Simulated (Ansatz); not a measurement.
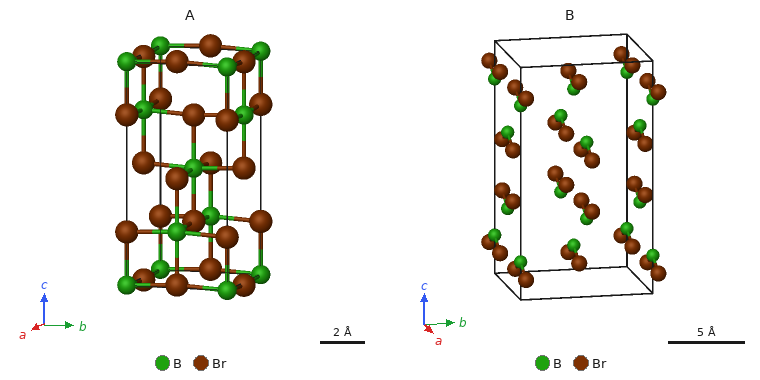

Two structures of BBr2, each relaxed to rest (conventional cells in solid outline, small ones repeated, not to one scale). Method: Ansatz 0.2.0, DFT PBE, scalar-relativistic, plane waves, PAW, without spin polarisation.

Describe A and B.

A: 12 atoms a cell on a body-centred tetragonal lattice, I4_1/amd. B: 24 atoms a cell on a face-centred orthorhombic lattice, Fmmm.

A or B: which is lower in energy?

B is lower, by 298 meV/atom at this level of theory (energies at zero smearing). Volumes: A 20.1, B 47.2 Å³/atom.

One or both may be structure types tried for this composition rather than known phases.
